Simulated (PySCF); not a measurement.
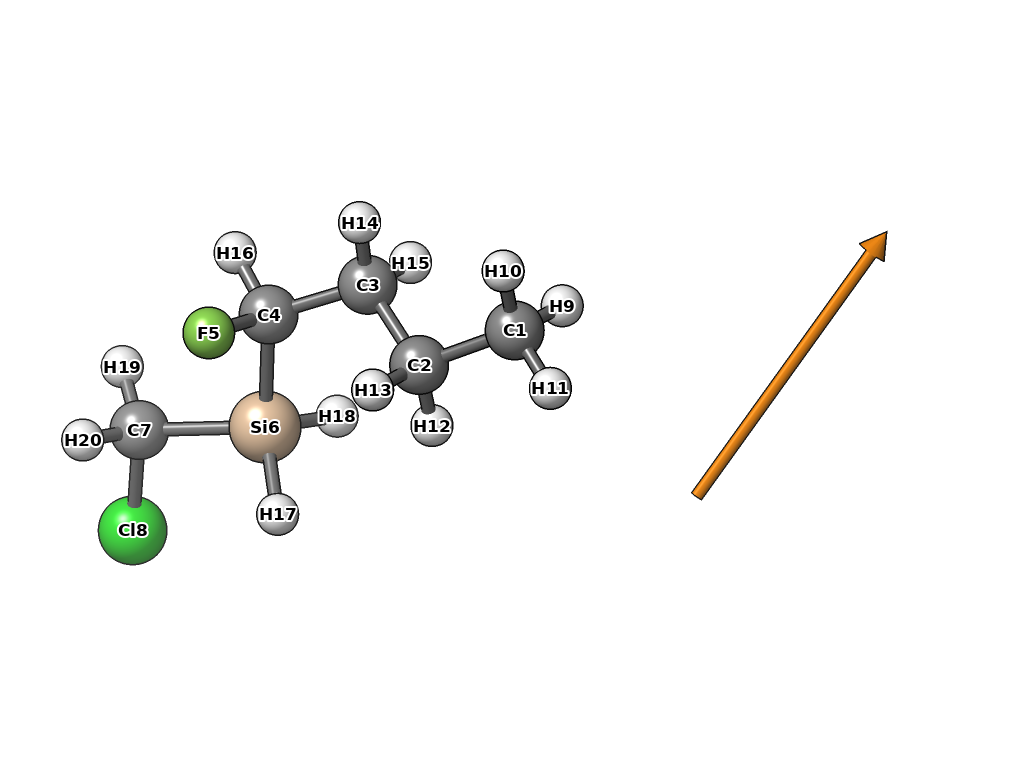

The arrow beside the molecule shows the direction of the dipole moment, from the negative to the positive end (its length means nothing). The geometry was computed by an optimisation with GFN2-xTB. No frequency run is at hand to confirm it as a minimum. Method: PBE0/pcSseg-1, gas phase (PySCF 2.14.0).

Estimate the dipole moment.

Answer. 2.41 D; it points from the side of Cl8 to the side of H9, H10 (the outermost atoms at the two ends).

The geometry is semi-empirical. Around Si such bond lengths and angles can be off by a tenth of an ångström or more and by several degrees, and values that hang on the shape move with them.
